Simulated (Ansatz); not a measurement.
**H₆NOPSi: small, medium and large basis sets**

How large a basis does H₆NOPSi need? Two functionals are run in growing sets.

Computed with Ansatz 0.2.0, Gaussian basis. Level: one geometry, several basis sets.

The runs, in order: PBE0-D4/def2-SVP; ωB97M-V/def2-SVP; PBE0-D4/def2-QZVPP; ωB97M-V/def2-QZVPP; the functionals' def2-TZVPP values are taken from earlier runs.

## Step 1: Structure used throughout

An earlier PBE0-D4 in a triple-zeta def2 set relaxation fixed the geometry.

SMILES `OPN[SiH3]`, 10 atoms, charge 0, spin multiplicity 1.

Atoms are counted from 1 here; the program's logs count them from 0.

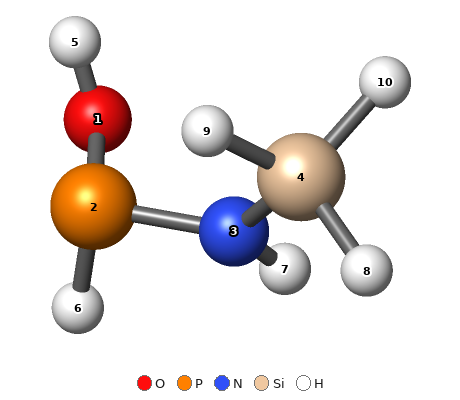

The geometry (oxygen red, phosphorus orange, nitrogen blue, silicon light orange, hydrogen white); atoms are numbered from 1 in the order of the file.

## Step 2: PBE0-D4 in def2-SVP

in.yaml reads:

```yaml
crystal:
  periodic: [false, false, false]
  atoms:
    - {symbol: O, position_ang: [-1.539426, 0.931129, -1.581699]}
    - {symbol: P, position_ang: [-1.375489, 0.562803, 0.023483]}
    - {symbol: N, position_ang: [-0.147238, -0.595982, 0.099879]}
    - {symbol: Si, position_ang: [1.429925, -0.304954, 0.757150]}
    - {symbol: H, position_ang: [-1.175065, 1.801751, -1.760002]}
    - {symbol: H, position_ang: [-2.464291, -0.348215, 0.008685]}
    - {symbol: H, position_ang: [-0.293444, -1.457601, -0.410034]}
    - {symbol: H, position_ang: [1.813822, -1.400362, 1.686059]}
    - {symbol: H, position_ang: [1.357621, 0.988091, 1.478426]}
    - {symbol: H, position_ang: [2.476586, -0.227760, -0.299146]}
basis:
  gaussian: {orbitals: def2-SVP}
hamiltonian: {xc: pbe0, dispersion: d4}
output: {orbitals: {seedname: orbitals}}
```

On the command line:

```sh
> ansatz run in.yaml --threads 2 --pin off --events-out ev --progress --plain --max-ram 4352MiB
```

After this run come: ωB97M-V in def2-SVP; PBE0-D4 in def2-QZVPP; ωB97M-V in def2-QZVPP.

Q: Predict the results of all the runs planned. Wanted: PBE0-D4: double and triple zeta above quadruple; ωB97M-V: double and triple zeta above quadruple.

The runs gave:

```
                                       quantity           value
PBE0-D4: double and triple zeta above quadruple  11.59, 0.81 eV
ωB97M-V: double and triple zeta above quadruple  11.70, 0.76 eV
```

What this shows: For PBE0-D4 the step from double to triple zeta gains 10.78 eV and the next only 0.81 eV. Total energies overstate the basis error of differences, where much of it tends to cancel. The LUMO of ωB97M-V is positive and keeps falling with the basis (2.41 to 1.22 eV): an unbound level that the basis holds in place.
